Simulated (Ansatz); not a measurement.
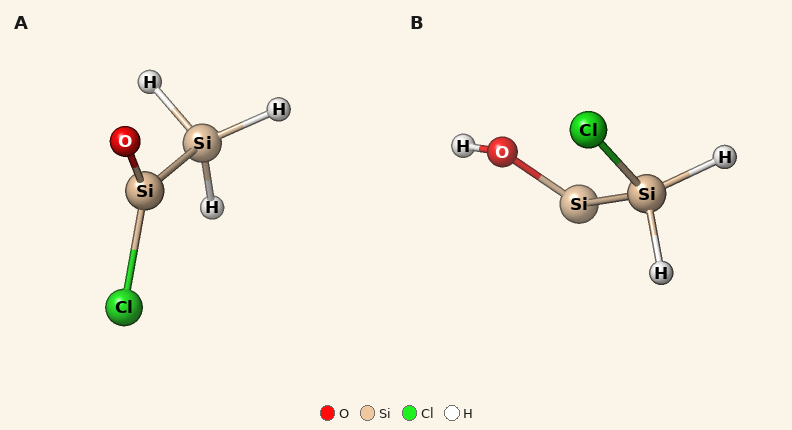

2 stationary structures of one formula. Geometries: PBE0-D4/def2-TZVP. Electronic energies: RHF-CCSD(T) (frozen core)/def2-TZVPP (Ansatz 0.2.0), without zero-point energy. No frequency run is at hand to confirm each as a minimum. Each is one conformer, not always the lowest.

**Rank them by energy, lowest first.**

A is lowest (Cs); B lies 8.3 kcal/mol above it (Cs).

Give E(B) − E(A) in kcal/mol at these levels too: PBE-D4/def2-TZVPP; RHF-CCSD(T) (frozen core)/def2-TZVPP; r2SCAN-D4/def2-TZVPP; B3LYP-D4/def2-TZVPP; PBE0-D4/def2-TZVP; ωB97M-V/def2-TZVPP; PBE0-D4/def2-TZVPP.

```
                               level  E(B) − E(A) (kcal/mol)
                   PBE-D4/def2-TZVPP                   +10.0
RHF-CCSD(T) (frozen core)/def2-TZVPP                    +8.3
                r2SCAN-D4/def2-TZVPP                   +12.2
                 B3LYP-D4/def2-TZVPP                    +8.7
                   PBE0-D4/def2-TZVP                    +8.5
                  ωB97M-V/def2-TZVPP                    +6.1
                  PBE0-D4/def2-TZVPP                    +7.7
```
